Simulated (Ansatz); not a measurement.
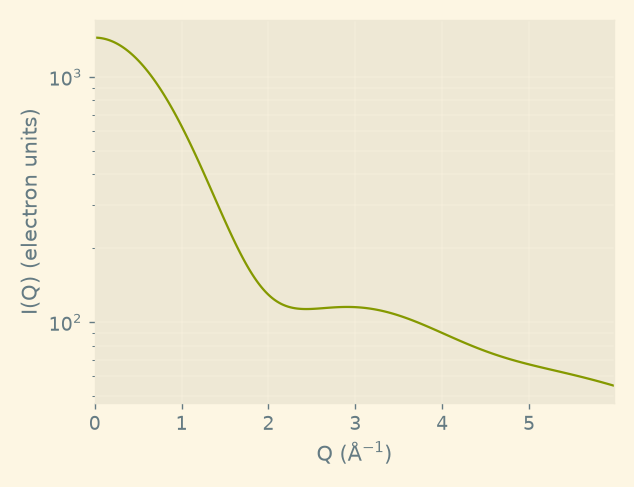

Elastic X-ray scattering of a randomly oriented, rigid molecule, calculated with the Debye equation from neutral-atom form factors (independent atoms, no Compton part, no vibration). The geometry is the end point of an optimisation (RKS LDA/def2-SVP (Ansatz)); it may be a saddle point or a higher isomer. It contains B, O, C, Si, H.

How many electrons does the independent-atom model of the molecule hold?

I(0) is the square of the electron number: I(0) = 1440, so about 38 electrons, the count of CH5BOSi.

What radius of gyration does the initial fall-off give?

From I(Q) ≈ I(0) exp(−Q²R²/3) at small Q, R ≈ 1.60 Å. It is larger than the electron-weighted radius of the nuclear positions alone (1.40 Å), because each atom's electron cloud adds to it.
